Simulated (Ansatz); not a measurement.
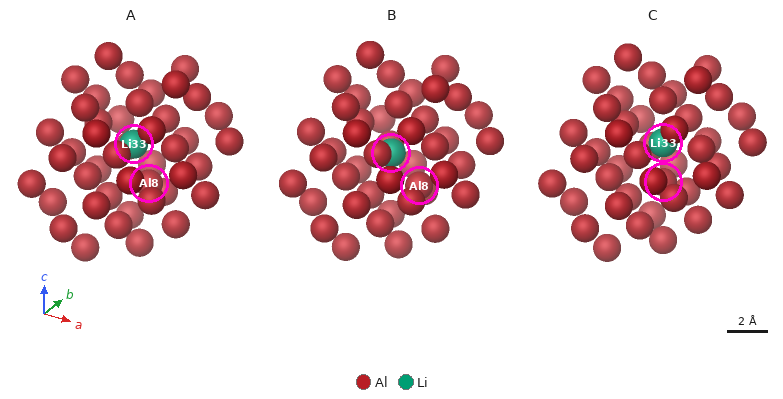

3 geometries from a converged minimum-energy path of Al with an interstitial Li (33 atoms in the cell), shuffled. A spheres-only model of the atoms within 5.6 Å of the middle of the path, seen from a free direction. The atoms that move most are ringed.

The calculation used Ansatz, DFT PBE, scalar-relativistic, plane waves, PAW. Settings: plane-wave cutoff 420 eV; k-point mesh 3 × 3 × 3; Gaussian smearing 0.05 eV; 3 movable images; climbing image; force threshold 0.05 eV/Å; iteration limit 73; starting path by image-dependent pair potential.

**Which frame is the transition state?**

B. In order along the path, whose images run from 0 to 4: B (image 2, +0.67 eV), A (image 3, +0.30 eV), C (image 4, 0.00 eV). The Li atom travels furthest, 2.70 Å from end to end, roughly along [1 0 1], on a path that bends up to 0.45 Å away from the straight line. At the highest image its nearest neighbour (Al) is 2.18 Å away, against 2.30 Å at the start, and the surrounding atoms stand up to 0.92 Å off the mean of their end positions.

Limits of the set-up: the periodic images lie only 8.1 Å apart, so the values are limited by the cell's size.

The run took 24 min on 4 threads of Intel(R) Xeon(R) Platinum 8259CL CPU @ 2.50GHz (Skylake/Cascade Lake) (shared host), peak memory 3.1 GiB.
